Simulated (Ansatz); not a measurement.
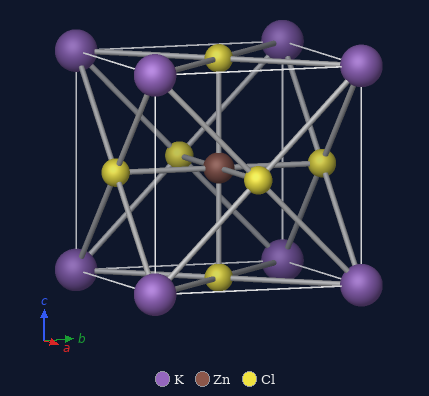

Shown here is a ball-and-stick view of the crystal, taken slightly off an axis. Atoms at the boundary of the conventional unit cell (the box) are drawn once for each face, edge or corner they touch.

KZnCl$_{3}$, cubic perovskite, space group Pm-3m (No. 221), a = 5.023 Å, b = 5.023 Å, c = 5.023 Å, α = 90.00°, β = 90.00°, γ = 90.00°. Its origin is a structure type filled with these elements by a generator (whether the compound takes this form wasn't checked). The cell was then strained or its atoms displaced on purpose. It was the input of a calculation with Ansatz.

This one geometry was computed with Ansatz (DFT, plane waves, PAW) at three levels of theory: r2SCAN, PBE and HSE06. It was relaxed with r2SCAN and then strained.

### Which level gives the highest pressure at this volume, and what does that say about its equilibrium volume?

Highest: PBE (-1.1 GPa), which points to the largest equilibrium volume. Lowest, with the smallest volume: r2SCAN (-2.6 GPa). Levels within 0.5 GPa of each other can't be told apart.

### How does the band gap change with the level of theory?

PBE: a gap of 1.36 eV, indirect; r2SCAN: a gap of 2.00 eV, indirect; HSE06: a gap of 2.83 eV, indirect.

### Collect the results in a table.

| level | cutoff (eV) | k-mesh of the run's cell | gap (eV) | pressure (GPa) |
| --- | --- | --- | --- | --- |
| r2SCAN | 500 | 6×6×6 | 2.00 | -2.6 |
| PBE | 420 | 6×6×6 | 1.36 | -1.1 |
| HSE06 | 420 | 4×4×4 | 2.83 | -1.8 |

Gaps are taken on the k-mesh or band path of each run.
